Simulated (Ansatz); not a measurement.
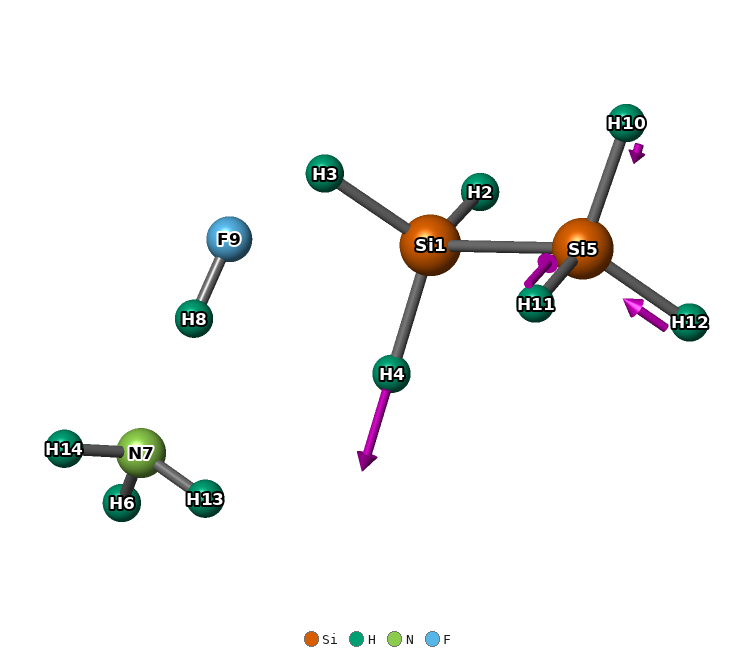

The arrows show one normal mode. Harmonic vibrations computed with RKS PBE0-D4/def2-TZVP (Ansatz 0.2.0) at a stationary point of the same level.

> What kind of motion is it?

Mostly out-of-phase stretching of 3 Si–H bonds.

> Estimate its harmonic wavenumber.

2203 cm⁻¹; it is mode 27 of 36 counted from the lowest.
